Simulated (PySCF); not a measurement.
Vertical excitations of a molecule C4H4F2 from TDA-B3LYP/def2-SVPD run with PySCF 2.14.0, as energy in eV (oscillator strength): 6.06 (0.000), 6.12 (0.938), 6.79 (0.032), 6.94 (0.035), 7.38 (0.001), 7.44 (0.001), 7.70 (0.000), 8.03 (0.002), 8.14 (0.029), 8.33 (0.000). Lowest triplet (TDA): 3.12 eV. Geometry optimised at B3LYP-D3(BJ)/def2-SVP. Other conformers were not sampled.

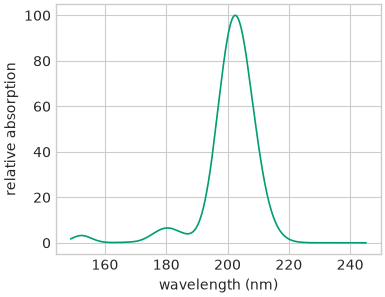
Fig. 1. The lines broadened by 0.4 eV.

Q: Pick the molecule that these values belong to.
A. C=C(F)/C=C\F
B. C=C(F)C(=C)F
C. FC1=CC[C@H]1F
D. C=C/C(F)=C/F

A: A, C=C(F)/C=C\F
